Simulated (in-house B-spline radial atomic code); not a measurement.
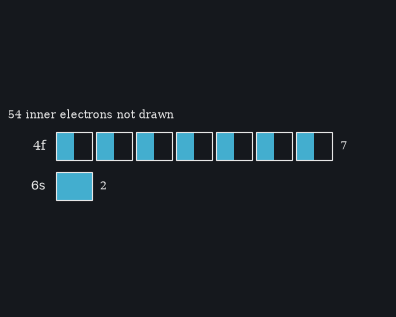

Fig. 1: The outer shells as the input fills them: a box for each of the 2l + 1 orbitals, shaded by the share of the shell that is filled, with the electron count at the right.

Eu: RPA and GW calculation

- system: Eu, configuration [Xe] 4f7 6s2.
- method: RPA, second-order and SOSEX correlation energies and G0W0 (contour deformation) on a scalar-relativistic (spin-free one-electron X2C) mean field, all electrons, B-spline basis (in-house B-spline radial atomic code)

## The input
```
Z = 63
electrons = 63.0
configuration = [Xe] 4f7 6s2
hamiltonian = x2c
method = b3lyp
lmax = 9
rms_radius = 5.1115
spin_polarised = True
box_radius = 40.0
intervals = 72
ion_configuration = [Xe] 4f7 6s1
```

Hardware: 1 CPU thread, shared host.

Launched within a batch (the task file carries these settings):
```bash
python <driver script> task.json out
```

The program writes its results to a structured record and prints no log; tables and figures of this report are taken from that record.

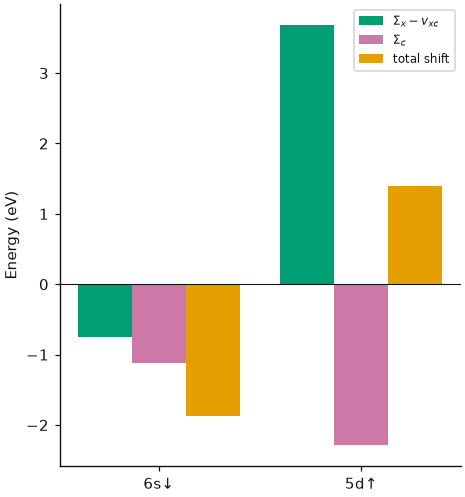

Fig. 2: Parts of the G₀W₀ correction to each level for neutral europium ([Xe] 4f⁷ 6s²). All-electron spherical atom, scalar X2C, B3LYP VWN-RPA start, no spin-orbit coupling, Breit or QED terms; computed with a B-spline radial code. The quasi-particle equation is solved at full frequency; levels of low quasi-particle weight Z are left out. Σ columns are in eV, and Σc holds an estimate for the angular momenta beyond the basis. G₀W₀ moves the highest occupied level, 6s↓, from −3.88 to −5.76 eV (renormalisation factor Z = 0.84); the measured removal energy is 5.67 eV, so the error is +0.09 eV. The empty level 5d↑ goes from −1.02 to 0.37 eV.

| Level | Mean field (eV) | Σx − vxc (eV) | Σc (eV) | Z | G₀W₀ (eV) |
| --- | --- | --- | --- | --- | --- |
| 6s↓ | −3.88 | −0.75 | −1.12 | 0.84 | −5.76 |
| 5d↑ | −1.02 | 3.69 | −2.29 | 0.74 | 0.37 |

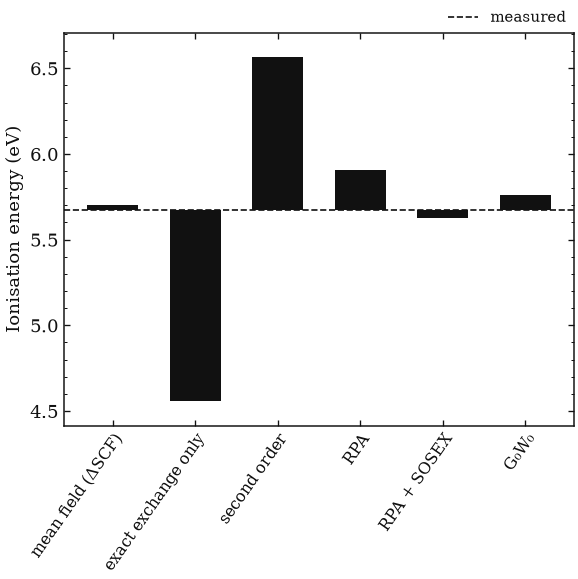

Fig. 3: The ionisation energy of Eu ([Xe] 4f⁷ 6s² → [Xe] 4f⁷ 6s) across levels of theory. Differences of total energies, each species on its own start, beside the G₀W₀ level. The values run from 4.56 eV (exact exchange only) to 6.57 eV (second order). The measured value is 5.67 eV; nearest to it come mean field (ΔSCF) (+0.03) and RPA + SOSEX (−0.05), furthest exact exchange only (−1.11 eV).

| Method | Ionisation energy (eV) |
| --- | --- |
| mean field (ΔSCF) | 5.70 |
| exact exchange only | 4.56 |
| second order | 6.57 |
| RPA | 5.91 |
| RPA + SOSEX | 5.62 |
| G₀W₀ | 5.76 |

## Results in brief

| quantity | value |
| --- | --- |
| outcome | converged |
| mean-field total energy | −10843.86288 hartree |
| total energy with exact exchange alone | −10839.62718 hartree |
| exact exchange energy | −241.85929 hartree |
| RPA correlation, extrapolated in the angular momentum of the empty orbitals | −5.26961 hartree |
| RPA correlation, as summed | −5.16498 hartree |
| direct second-order term | −6.22684 hartree |
| second-order exchange term | 1.65333 hartree |
| SOSEX term | 1.50433 hartree |
| wall time | 16 s |

## Notes

Caveats: spin-orbit coupling, Breit and QED terms are absent.
